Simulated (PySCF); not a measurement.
SMILES F[Si](F)F (F3Si), doublet, CAM-B3LYP/def2-SVP optimised geometry. Atoms within 1.6 Å of the plane z = 0.0 Å (x, y, z in Å): F1 (-1.05, 0.76, 0.00), Si2 (-0.56, -0.76, 0.00), F3 (-1.05, -1.43, -1.37), F4 (1.05, -0.76, 0.00).

Method: unrestricted CAM-B3LYP/def2-TZVP run with PySCF 2.14.0. Cells within 0.4 Å of a nucleus heavier than hydrogen are left out (blank, or x).

Map of the log10 of the electron density (e/bohr³), floored at −4 on the plane z = 0.0 Å:

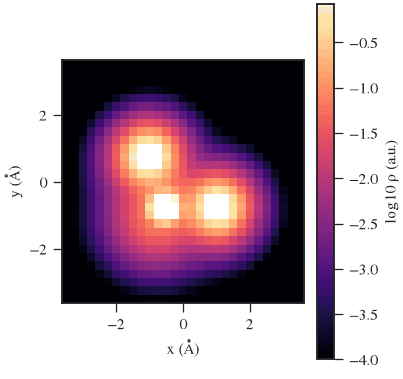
Log10 of the electron density (e/bohr³), floored at −4 on the plane z = 0.0 Å.
